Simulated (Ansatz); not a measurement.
Pressure series in WS2

Take WS$_{2}$ in the 2H-MoS2 type structure (space group P6_3/mmc, No. 194; a = 3.154 Å, c = 12.137 Å; layered, stacked along the Cartesian z axis) as the base.

Cell and atoms are relaxed at each pressure.

Levels (all Ansatz, a program for electronic structure, PAW): PBE-D3(BJ) (420 eV, no spin-orbit coupling); PBEsol-D3(BJ) (420 eV, no SOC).

The base cell above is that of PBE-D3(BJ); each level relaxes its own structures.

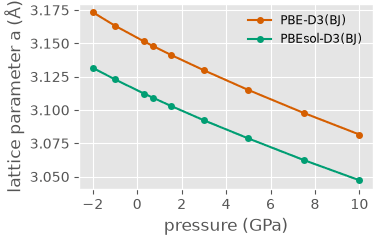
*Lattice parameter a under two levels*

Task: How do the two levels compare along the series?

Result: PBE-D3(BJ) lies above PBEsol-D3(BJ) in every row, by 0.034 Å to 0.042 Å. They put the cases in the same order.

Load acts through the strain it causes; cell and atoms are relaxed under it. Whether these cells are dynamically stable was not tested. Competing high-pressure phases were not computed.
